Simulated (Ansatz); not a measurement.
## Ligand exchange: AlH(CH3)(SH) + GaH(CH3)(SH) → AlH(SH)2 + GaH(CH3)2

Species: AlH(CH3)(SH), singlet; GaH(CH3)(SH), singlet; AlH(SH)2, singlet; GaH(CH3)2, singlet. The partners trade CH3 for SH: Al–CH3 and Ga–SH bonds give way to Al–SH and Ga–CH3.

Shapes, held fixed at every level: PBE0-D4/def2-TZVP. Flexible molecules stand in one conformer, not always the lowest. Programs: Ansatz 0.2.0. Electronic energies: no zero-point or thermal term.

```csv
level,kind,ΔE (kJ/mol),less CCSD(T)/def2-TZVPP
r2SCAN-D4/def2-TZVPP,meta-GGA,+8.4,+4.2
B3LYP-D4/def2-TZVPP,global hybrid,+8.7,+4.5
wB97M-V/def2-TZVPP,range-separated hybrid,+6.8,+2.6
B2PLYP/def2-TZVPP,double hybrid,+7.1,+2.9
MP2/def2-SVP,perturbation theory,+9.1,+4.9
MP2/def2-TZVPP,perturbation theory,+2.8,-1.4
CCSD/def2-TZVPP,coupled cluster or CI,+3.9,-0.3
CCSD(T)/def2-TZVPP,coupled cluster or CI,+4.2,0.0
```

The highest level, CCSD(T)/def2-TZVPP, gives ΔE = +4.2 kJ/mol; the levels span +2.8 to +9.1. The column of differences is taken from that level and isn't an error. No measured value is set beside it here. Relativity is left out for Ga. Outer-core shells of Ga are correlated, in sets that cover them unevenly.

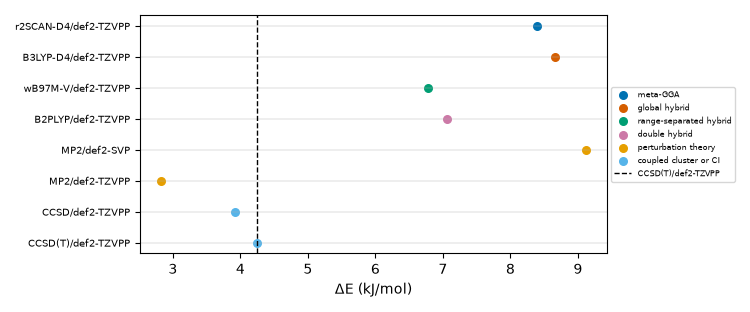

The values of the table, level by level.
